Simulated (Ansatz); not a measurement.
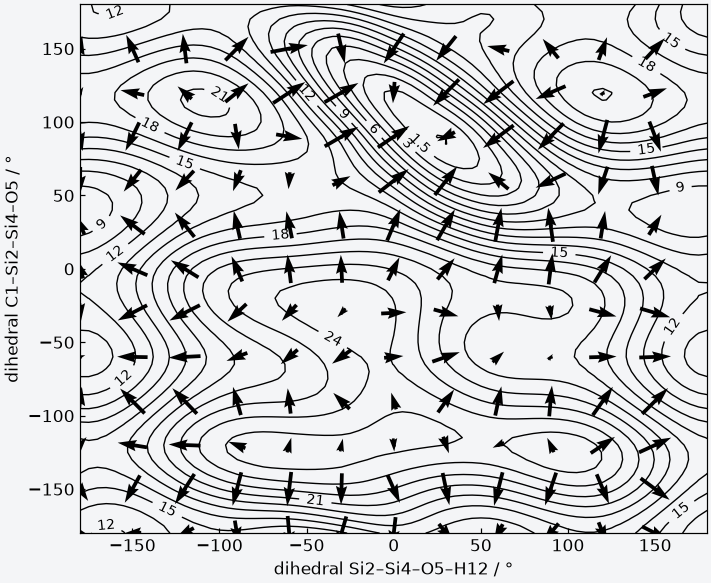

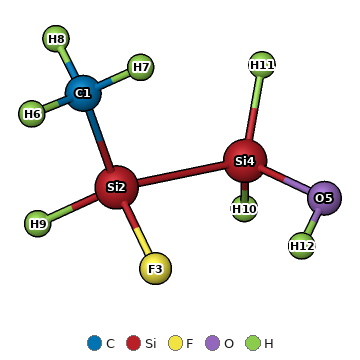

Energy landscape of CH7FOSi2, SMILES C[SiH](F)[SiH2]O. Coordinates scanned: (1) dihedral Si2–Si4–O5–H12; (2) dihedral C1–Si2–Si4–O5. Nothing is relaxed (all other coordinates rigid). The scan uses a 12 × 12 grid. Energies are in kJ/mol, from the lowest grid point. Theory: RKS PBE-D4/def2-SVP in Ansatz.

In the figure: contour lines labelled in kJ/mol, dots at the grid points, arrows along the force (downhill), their lengths compressed. Between grid points the surface is interpolated. The second picture is the structure at the lowest point.

Where are the wells?

The lowest grid point is at dihedral Si2–Si4–O5–H12 = 30°, dihedral C1–Si2–Si4–O5 = 90°. There are further wells near dihedral Si2–Si4–O5–H12 = −180°, dihedral C1–Si2–Si4–O5 = 30° (8.3 kJ/mol above the lowest at that grid point); dihedral Si2–Si4–O5–H12 = −180°, dihedral C1–Si2–Si4–O5 = −60° (9.7 kJ/mol above the lowest at that grid point); dihedral Si2–Si4–O5–H12 = −150°, dihedral C1–Si2–Si4–O5 = −180° (12.2 kJ/mol above the lowest at that grid point). The highest grid point, dihedral Si2–Si4–O5–H12 = 90°, dihedral C1–Si2–Si4–O5 = −120°, lies 26.4 kJ/mol above the lowest. On the interpolated surface the easiest way out of the lowest well to the well at about dihedral Si2–Si4–O5–H12 = 175°, dihedral C1–Si2–Si4–O5 = 40° passes a barrier of about 9.2 kJ/mol. Round the minimum the valley is strongly tilted: raising dihedral Si2–Si4–O5–H12 shifts the best value of dihedral C1–Si2–Si4–O5 downwards (coupling k₁₂/√(k₁₁k₂₂) about 0.7).

Each point was launched as `ansatz run input.yaml --threads 1 --pin off --max-ram 2560MiB --backend cpu --events-out ev --progress --plain --runs-dir out`. The whole map (144 points run) took 12 min on 1 thread of Arm Neoverse V1, with other jobs on the host.
